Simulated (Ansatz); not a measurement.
# C3H7FGe: geometry optimisation

The task: find the minimum of C3H7FGe nearest to the start.

Computed with Ansatz 0.2.0. Level: RKS PBE0-D4/def2-SVP.

## 1. The starting structure

SMILES `[F][GeH]1[CH2]C[CH2]1`, 12 atoms, charge 0, spin multiplicity 1.

Atoms are counted from 1 here; the program's logs count them from 0.

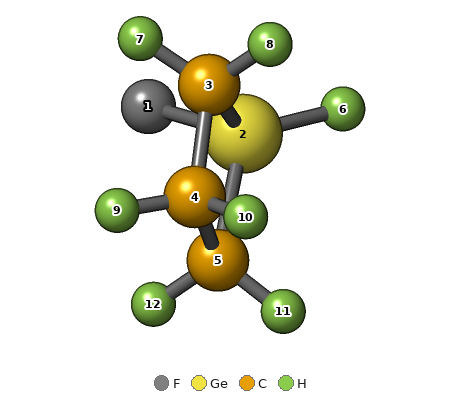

Start geometry, drawn with fluorine grey, germanium yellow, carbon amber, hydrogen green; atoms are numbered from 1 in the order of the file.

Coordinates:

```xyz
12
charge 0, multiplicity 1
F    -1.8718    1.8083    0.7016
Ge   -0.2499    1.0987    0.7704
C    -0.2748   -0.8802    0.8547
C     0.2840   -0.9200   -0.6089
C     0.4435    0.5852   -1.0132
H     0.5187    2.0027    1.7757
H    -1.2856   -1.3172    0.9753
H     0.3903   -1.3305    1.6176
H    -0.4123   -1.4490   -1.2905
H     1.2504   -1.4625   -0.6625
H     1.4829    0.9020   -1.2296
H    -0.1984    0.9072   -1.8566
```

## 2. Relaxation

File input.yaml:

```yaml
crystal:
  periodic: [false, false, false]
  atoms:
    - { symbol: F, position_ang: [-1.871767, 1.808251, 0.701589] }
    - { symbol: Ge, position_ang: [-0.249874, 1.098739, 0.770396] }
    - { symbol: C, position_ang: [-0.274849, -0.880219, 0.854692] }
    - { symbol: C, position_ang: [0.284045, -0.91995, -0.608928] }
    - { symbol: C, position_ang: [0.443473, 0.585194, -1.013156] }
    - { symbol: H, position_ang: [0.51868, 2.002742, 1.775737] }
    - { symbol: H, position_ang: [-1.285649, -1.317202, 0.975291] }
    - { symbol: H, position_ang: [0.390287, -1.33052, 1.61762] }
    - { symbol: H, position_ang: [-0.412312, -1.448991, -1.29053] }
    - { symbol: H, position_ang: [1.250414, -1.462461, -0.662501] }
    - { symbol: H, position_ang: [1.482946, 0.902018, -1.229558] }
    - { symbol: H, position_ang: [-0.198394, 0.907197, -1.856552] }
basis:
  gaussian: { orbitals: def2-SVP }
hamiltonian:
  xc: pbe0
  dispersion: d4
output:
  forces: true
relax:
  f_tol: 0.003
  max_steps: 120
```

On the command line:

```bash
$ ansatz run input.yaml --threads 1 --pin off --max-ram 2560MiB --backend cpu --events-out ev --progress --plain --runs-dir out
```

The log of the run:

```text
Warning: RAYON_NUM_THREADS=1 ignored (pool sized by the plan → 1); use --threads N
The last accepted step is kept in <dir> (removed where the run ends without a failure and the disk answers)
Engine: ansatz 0.2.0, aarch64-unknown-linux-gnu
Functional definition: PBE0
  parameter a = 0.25
  parameter kappa = 0.804
  parameter beta = 0.06672455060314922
  exchange = (1 - a)*pbe_x(kappa = kappa, mu = beta*pi^2/3) + a*exact_x
  correlation = pbe_c(beta = beta)
1357 factors; integrals over basis functions are off by at most 3.7e-4 eV
mean field evaluation 1: about -62427.1934 eV, gradient 6.1e1 eV
mean field evaluation 2: about -62419.4243 eV, gradient 8.4e1 eV
mean field evaluation 4: about -62435.5182 eV, gradient 2.4e0 eV
mean field evaluation 8: about -62435.5502 eV, gradient 3.2e-2 eV
mean field -62435.55019960 eV, -2294.4641494995 hartree, gradient 3.2e-5 eV, S^2 0.000000; 0 other end points of the search recorded, 0 dependent functions left out
the calculation of the forces begins
reference -62435.55022772 eV, -2294.4641505328 hartree; 33, 33 occupied and 90, 90 virtual orbitals, 1357 factors
relax step   1: F+E_penalty+E_count = -62435.75518350 eV  Δ(F+E_penalty+E_count) = +0.000e0 eV  max|allowed force component| = 4.788e-1 eV/Å  Δτ_max = 0.0000 Å  (25 SCF iters, accepted)
these checks for a lower state are left out or cut short: starts, cluster_reference, orbital_swaps, neighbouring_geometries, increment
1357 factors; integrals over basis functions are off by at most 3.6e-4 eV
mean field evaluation 16: about -62435.5451 eV, gradient 1.6e0 eV
mean field -62435.56945156 eV, -2294.4648569958 hartree, gradient 1.0e-5 eV, S^2 0.000000; 0 other end points of the search recorded, 0 dependent functions left out
the calculation of the forces begins
reference -62435.56947964 eV, -2294.4648580279 hartree; 33, 33 occupied and 90, 90 virtual orbitals, 1357 factors
relax step   2: F+E_penalty+E_count = -62435.77526640 eV  Δ(F+E_penalty+E_count) = -2.008e-2 eV  max|allowed force component| = 2.156e-1 eV/Å  Δτ_max = 0.0219 Å  (30 SCF iters, accepted)
these checks for a lower state are left out or cut short: starts, cluster_reference, orbital_swaps, neighbouring_geometries, increment
1357 factors; integrals over basis functions are off by at most 3.6e-4 eV
mean field -62435.57158375 eV, -2294.4649353524 hartree, gradient 1.0e-5 eV, S^2 0.000000; 0 other end points of the search recorded, 0 dependent functions left out
the calculation of the forces begins
reference -62435.57161185 eV, -2294.4649363851 hartree; 33, 33 occupied and 90, 90 virtual orbitals, 1357 factors
relax step   3: F+E_penalty+E_count = -62435.77777533 eV  Δ(F+E_penalty+E_count) = -2.509e-3 eV  max|allowed force component| = 1.341e-2 eV/Å  Δτ_max = 0.0128 Å  (30 SCF iters, accepted)
these checks for a lower state are left out or cut short: starts, cluster_reference, orbital_swaps, neighbouring_geometries, increment
1357 factors; integrals over basis functions are off by at most 3.6e-4 eV
mean field evaluation 32: about -62435.5717 eV, gradient 2.7e-4 eV
mean field -62435.57174935 eV, -2294.4649414379 hartree, gradient 1.2e-5 eV, S^2 0.000000; 0 other end points of the search recorded, 0 dependent functions left out
the calculation of the forces begins
reference -62435.57177744 eV, -2294.4649424705 hartree; 33, 33 occupied and 90, 90 virtual orbitals, 1357 factors
relax step   4: F+E_penalty+E_count = -62435.77794538 eV  Δ(F+E_penalty+E_count) = -1.700e-4 eV  max|allowed force component| = 9.100e-3 eV/Å  Δτ_max = 0.0061 Å  (22 SCF iters, accepted)
these checks for a lower state are left out or cut short: starts, cluster_reference, orbital_swaps, neighbouring_geometries, increment
1357 factors; integrals over basis functions are off by at most 3.6e-4 eV
mean field -62435.57355916 eV, -2294.4650079473 hartree, gradient 1.0e-5 eV, S^2 0.000000; 0 other end points of the search recorded, 0 dependent functions left out
the calculation of the forces begins
reference -62435.57358723 eV, -2294.4650089788 hartree; 33, 33 occupied and 90, 90 virtual orbitals, 1357 factors
relax step   5: F+E_penalty+E_count = -62435.77973352 eV  Δ(F+E_penalty+E_count) = -1.788e-3 eV  max|allowed force component| = 1.110e-1 eV/Å  Δτ_max = 0.0764 Å  (27 SCF iters, accepted)
these checks for a lower state are left out or cut short: starts, cluster_reference, orbital_swaps, neighbouring_geometries, increment
1357 factors; integrals over basis functions are off by at most 3.9e-4 eV
mean field -62435.56316274 eV, -2294.4646258859 hartree, gradient 2.4e-5 eV, S^2 0.000000; 0 other end points of the search recorded, 0 dependent functions left out
the calculation of the forces begins
reference -62435.56319066 eV, -2294.4646269119 hartree; 33, 33 occupied and 90, 90 virtual orbitals, 1357 factors
relax step   6: F+E_penalty+E_count = -62435.76913844 eV  Δ(F+E_penalty+E_count) = +1.060e-2 eV  max|allowed force component| = 4.835e-1 eV/Å  Δτ_max = 0.1788 Å  (27 SCF iters, rejected (line search))
these checks for a lower state are left out or cut short: starts, cluster_reference, orbital_swaps, neighbouring_geometries, increment
1357 factors; integrals over basis functions are off by at most 3.7e-4 eV
mean field -62435.57761593 eV, -2294.4651570308 hartree, gradient 1.1e-5 eV, S^2 0.000000; 0 other end points of the search recorded, 0 dependent functions left out
the calculation of the forces begins
reference -62435.57764395 eV, -2294.4651580608 hartree; 33, 33 occupied and 90, 90 virtual orbitals, 1357 factors
relax step   7: F+E_penalty+E_count = -62435.78381356 eV  Δ(F+E_penalty+E_count) = -4.080e-3 eV  max|allowed force component| = 9.189e-2 eV/Å  Δτ_max = 0.0622 Å  (27 SCF iters, accepted)
these checks for a lower state are left out or cut short: starts, cluster_reference, orbital_swaps, neighbouring_geometries, increment
1357 factors; integrals over basis functions are off by at most 3.8e-4 eV
mean field -62435.58408326 eV, -2294.4653947011 hartree, gradient 1.0e-5 eV, S^2 0.000000; 0 other end points of the search recorded, 0 dependent functions left out
the calculation of the forces begins
reference -62435.58411121 eV, -2294.4653957282 hartree; 33, 33 occupied and 90, 90 virtual orbitals, 1357 factors
relax step   8: F+E_penalty+E_count = -62435.79019138 eV  Δ(F+E_penalty+E_count) = -6.378e-3 eV  max|allowed force component| = 1.222e-1 eV/Å  Δτ_max = 0.0972 Å  (28 SCF iters, accepted)
these checks for a lower state are left out or cut short: starts, cluster_reference, orbital_swaps, neighbouring_geometries, increment
1357 factors; integrals over basis functions are off by at most 3.9e-4 eV
mean field evaluation 64: about -62435.4153 eV, gradient 7.7e0 eV
mean field -62435.58520504 eV, -2294.4654359258 hartree, gradient 1.9e-5 eV, S^2 0.000000; 0 other end points of the search recorded, 0 dependent functions left out
the calculation of the forces begins
reference -62435.58523298 eV, -2294.4654369524 hartree; 33, 33 occupied and 90, 90 virtual orbitals, 1357 factors
relax step   9: F+E_penalty+E_count = -62435.79114604 eV  Δ(F+E_penalty+E_count) = -9.547e-4 eV  max|allowed force component| = 3.894e-1 eV/Å  Δτ_max = 0.1482 Å  (26 SCF iters, accepted)
these checks for a lower state are left out or cut short: starts, cluster_reference, orbital_swaps, neighbouring_geometries, increment
1357 factors; integrals over basis functions are off by at most 3.8e-4 eV
mean field -62435.59516185 eV, -2294.4658018317 hartree, gradient 1.0e-5 eV, S^2 0.000000; 0 other end points of the search recorded, 0 dependent functions left out
the calculation of the forces begins
reference -62435.59518975 eV, -2294.4658028569 hartree; 33, 33 occupied and 90, 90 virtual orbitals, 1357 factors
relax step  10: F+E_penalty+E_count = -62435.80121830 eV  Δ(F+E_penalty+E_count) = -1.007e-2 eV  max|allowed force component| = 1.773e-1 eV/Å  Δτ_max = 0.0273 Å  (29 SCF iters, accepted)
these checks for a lower state are left out or cut short: starts, cluster_reference, orbital_swaps, neighbouring_geometries, increment
1357 factors; integrals over basis functions are off by at most 3.7e-4 eV
mean field -62435.60085489 eV, -2294.4660110468 hartree, gradient 1.0e-5 eV, S^2 0.000000; 0 other end points of the search recorded, 0 dependent functions left out
the calculation of the forces begins
reference -62435.60088264 eV, -2294.4660120669 hartree; 33, 33 occupied and 90, 90 virtual orbitals, 1357 factors
relax step  11: F+E_penalty+E_count = -62435.80717936 eV  Δ(F+E_penalty+E_count) = -5.961e-3 eV  max|allowed force component| = 1.566e-1 eV/Å  Δτ_max = 0.0656 Å  (28 SCF iters, accepted)
these checks for a lower state are left out or cut short: starts, cluster_reference, orbital_swaps, neighbouring_geometries, increment
1357 factors; integrals over basis functions are off by at most 3.7e-4 eV
mean field -62435.60408630 eV, -2294.4661297992 hartree, gradient 9.9e-6 eV, S^2 0.000000; 0 other end points of the search recorded, 0 dependent functions left out
the calculation of the forces begins
reference -62435.60411399 eV, -2294.4661308167 hartree; 33, 33 occupied and 90, 90 virtual orbitals, 1357 factors
relax step  12: F+E_penalty+E_count = -62435.81035345 eV  Δ(F+E_penalty+E_count) = -3.174e-3 eV  max|allowed force component| = 4.551e-2 eV/Å  Δτ_max = 0.0561 Å  (28 SCF iters, accepted)
these checks for a lower state are left out or cut short: starts, cluster_reference, orbital_swaps, neighbouring_geometries, increment
1357 factors; integrals over basis functions are off by at most 3.7e-4 eV
mean field evaluation 96: about -62435.6047 eV, gradient 1.2e-4 eV
mean field -62435.60473006 eV, -2294.4661534568 hartree, gradient 1.0e-5 eV, S^2 0.000000; 0 other end points of the search recorded, 0 dependent functions left out
the calculation of the forces begins
reference -62435.60475768 eV, -2294.4661544718 hartree; 33, 33 occupied and 90, 90 virtual orbitals, 1357 factors
relax step  13: F+E_penalty+E_count = -62435.81104896 eV  Δ(F+E_penalty+E_count) = -6.955e-4 eV  max|allowed force component| = 2.749e-2 eV/Å  Δτ_max = 0.0437 Å  (28 SCF iters, accepted)
these checks for a lower state are left out or cut short: starts, cluster_reference, orbital_swaps, neighbouring_geometries, increment
1357 factors; integrals over basis functions are off by at most 3.7e-4 eV
mean field -62435.60481778 eV, -2294.4661566804 hartree, gradient 2.3e-5 eV, S^2 0.000000; 0 other end points of the search recorded, 0 dependent functions left out
the calculation of the forces begins
reference -62435.60484540 eV, -2294.4661576954 hartree; 33, 33 occupied and 90, 90 virtual orbitals, 1357 factors
relax step  14: F+E_penalty+E_count = -62435.81114806 eV  Δ(F+E_penalty+E_count) = -9.910e-5 eV  max|allowed force component| = 5.948e-3 eV/Å  Δτ_max = 0.0053 Å  (22 SCF iters, accepted)
these checks for a lower state are left out or cut short: starts, cluster_reference, orbital_swaps, neighbouring_geometries, increment
1357 factors; integrals over basis functions are off by at most 3.7e-4 eV
mean field -62435.60481437 eV, -2294.4661565550 hartree, gradient 6.3e-5 eV, S^2 0.000000; 0 other end points of the search recorded, 0 dependent functions left out
the calculation of the forces begins
reference -62435.60484199 eV, -2294.4661575702 hartree; 33, 33 occupied and 90, 90 virtual orbitals, 1357 factors
relax step  15: F+E_penalty+E_count = -62435.81115751 eV  Δ(F+E_penalty+E_count) = -9.451e-6 eV  max|allowed force component| = 5.147e-3 eV/Å  Δτ_max = 0.0030 Å  (20 SCF iters, accepted)
these checks for a lower state are left out or cut short: starts, cluster_reference, orbital_swaps, neighbouring_geometries, increment
1357 factors; integrals over basis functions are off by at most 3.7e-4 eV
mean field -62435.60481841 eV, -2294.4661567037 hartree, gradient 2.0e-5 eV, S^2 0.000000; 0 other end points of the search recorded, 0 dependent functions left out
the calculation of the forces begins
reference -62435.60484604 eV, -2294.4661577189 hartree; 33, 33 occupied and 90, 90 virtual orbitals, 1357 factors
relax step  16: F+E_penalty+E_count = -62435.81116315 eV  Δ(F+E_penalty+E_count) = -5.639e-6 eV  max|allowed force component| = 9.963e-4 eV/Å  Δτ_max = 0.0012 Å  (19 SCF iters, accepted)
1357 factors; integrals over basis functions are off by at most 3.7e-4 eV
mean field evaluation 128: about -62435.6048 eV, gradient 4.7e-5 eV
mean field -62435.60481841 eV, -2294.4661567037 hartree, gradient 2.0e-5 eV, S^2 0.000000; 1 other end points of the search recorded, 0 dependent functions left out
the calculation of the forces begins
reference -62435.60484604 eV, -2294.4661577189 hartree; 33, 33 occupied and 90, 90 virtual orbitals, 1357 factors
Total energy: -62435.81119077 eV, -2294.4737407481 hartree
Atom 0 at    -1.668869     1.986940     0.922137 Å, force    -0.000174    -0.000248    -0.000258 eV/Å
Atom 1 at    -0.178696     1.078763     0.781811 Å, force     0.000996     0.000286     0.000833 eV/Å
Atom 2 at    -0.391573    -0.873225     0.780498 Å, force     0.000901    -0.000261    -0.000547 eV/Å
Atom 3 at     0.439484    -0.895728    -0.530061 Å, force    -0.000245     0.000425     0.000457 eV/Å
Atom 4 at     0.310700     0.561591    -1.048080 Å, force     0.000494    -0.000934    -0.000018 eV/Å
Atom 5 at     0.810772     1.792144     1.721453 Å, force    -0.000347    -0.000410    -0.000305 eV/Å
Atom 6 at    -1.451172    -1.116402     0.603349 Å, force    -0.000243    -0.000068     0.000336 eV/Å
Atom 7 at    -0.022884    -1.493003     1.609202 Å, force    -0.000388     0.000371    -0.000483 eV/Å
Atom 8 at     0.110268    -1.658528    -1.254995 Å, force    -0.000055     0.000168    -0.000087 eV/Å
Atom 9 at     1.494029    -1.116774    -0.298520 Å, force    -0.000230     0.000507     0.000406 eV/Å
Atom 10 at     1.190582     0.986248    -1.550345 Å, force    -0.000520    -0.000245     0.000044 eV/Å
Atom 11 at    -0.565642     0.692772    -1.702349 Å, force    -0.000189     0.000409    -0.000378 eV/Å
Dipole moment:     0.359661    -0.304379    -0.100707 e Å
```

Wall time 2.1 min (1 thread of Arm Neoverse V1, shared host); peak memory 0.32 GiB.

Energy and force along the way: (the energy doesn't fall at every step)

| step | energy from step 1 (eV) | largest force component (eV/Å) |
| --- | --- | --- |
| 1 | 0.0000 | 0.4788 |
| 2 | -0.0201 | 0.2156 |
| 3 | -0.0226 | 0.0134 |
| 4 | -0.0228 | 0.0091 |
| 5 | -0.0246 | 0.1110 |
| 6 | -0.0140 | 0.4835 |
| 7 | -0.0286 | 0.0919 |
| 8 | -0.0350 | 0.1222 |
| 9 | -0.0360 | 0.3894 |
| 10 | -0.0460 | 0.1773 |
| 11 | -0.0520 | 0.1566 |
| 12 | -0.0552 | 0.0455 |
| 13 | -0.0559 | 0.0275 |
| 14 | -0.0560 | 0.0059 |
| 15 | -0.0560 | 0.0051 |
| 16 | -0.0560 | 0.0010 |

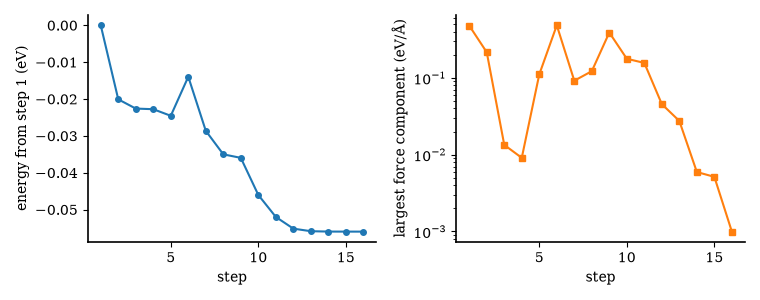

Energy and force, step by step.

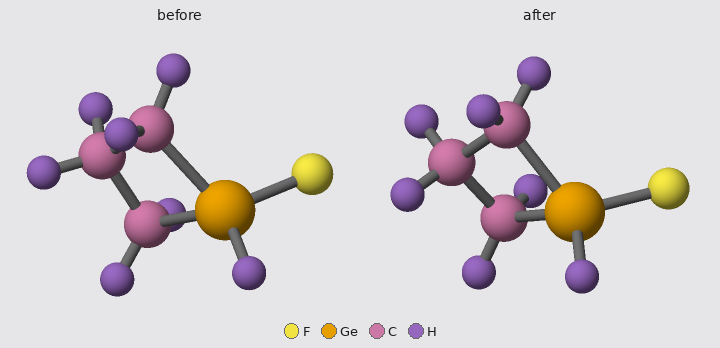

The geometry before (left) and after (right).

Bonds that changed most:

| bond | before (Å) | after (Å) | change (Å) |
| --- | --- | --- | --- |
| F1–Ge2 | 1.772 | 1.751 | -0.021 |
| Ge2–C5 | 1.981 | 1.964 | -0.018 |
| Ge2–C3 | 1.981 | 1.964 | -0.017 |
| Ge2–H6 | 1.555 | 1.540 | -0.015 |
| C3–C4 | 1.567 | 1.552 | -0.015 |
| C4–C5 | 1.567 | 1.552 | -0.015 |
| C5–H11 | 1.108 | 1.099 | -0.009 |
| C3–H8 | 1.108 | 1.099 | -0.009 |

## 3. Outcome

| quantity | value |
| --- | --- |
| energy gained | 0.0560 eV |
| root mean square move | 0.383 Å |
| dipole moment | 2.31 D |

What this shows: Bond lengths: F1–Ge2 1.751 Å, Ge2–C3 1.964 Å, Ge2–C5 1.964 Å, Ge2–H6 1.540 Å, C3–C4 1.552 Å, C3–H7 1.101 Å, C3–H8 1.099 Å, C4–C5 1.552 Å, C4–H9 1.103 Å, C4–H10 1.102 Å, C5–H11 1.099 Å, C5–H12 1.101 Å. Angles: F1–Ge2–C3 115.1°, F1–Ge2–C5 115.1°, F1–Ge2–H6 104.9°, C3–Ge2–C5 76.4°, C3–Ge2–H6 122.0°, C5–Ge2–H6 122.0°, Ge2–C3–C4 87.5°, Ge2–C3–H7 108.9°, Ge2–C3–H8 121.6°, C4–C3–H7 112.1°, C4–C3–H8 116.7°, H7–C3–H8 108.6°, C3–C4–C5 102.9°, C3–C4–H9 113.9°, C3–C4–H10 109.7°, C5–C4–H9 113.9°, C5–C4–H10 109.7°, H9–C4–H10 106.6° and more. No frequencies were computed here.
